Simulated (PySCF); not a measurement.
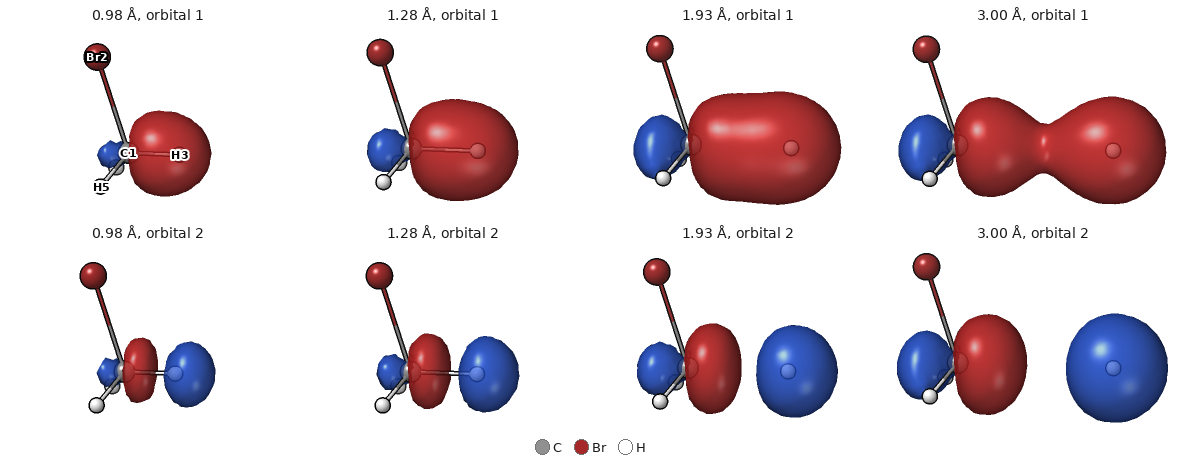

Figure 1: CH3Br, SMILES `CBr`. Rigid stretch of the C1–H3 bond. The two CASSCF(2,2) natural orbitals nearest half filling (orbital 1 the more occupied).

Level of theory: def2-SVP basis (PySCF), at a geometry from GFN2-xTB. No frequency check shows the geometry to be a minimum. GFN2-xTB bond lengths at metals and heavier atoms can be off by up to 0.1 Å and shapes distorted, which carries into these values.

> How do the occupations change along the stretch?

0.98 Å: 1.99 and 0.01; 1.28 Å: 1.97 and 0.03; 1.93 Å: 1.81 and 0.19; 3.00 Å: 1.27 and 0.73. At the longest distance computed (3.00 Å) they are 1.27 and 0.73, and the effective number of unpaired electrons is 1.7.

> Where does the UHF solution part from RHF?

Between 1.44 Å (⟨S²⟩ = 0, the two coincide) and 1.66 Å (⟨S²⟩ = 0.07); at 3.00 Å ⟨S²⟩ is 1.00 and UHF lies 3.6 eV below RHF.

> How much energy does the stretch cost?

By CASSCF, 4.3 eV from the lowest point of the scan (1.07 Å) to 3.00 Å; RHF gives 7.5 eV from its own lowest point. The fragments aren't relaxed and dynamic correlation is missing, so this isn't a bond dissociation energy.
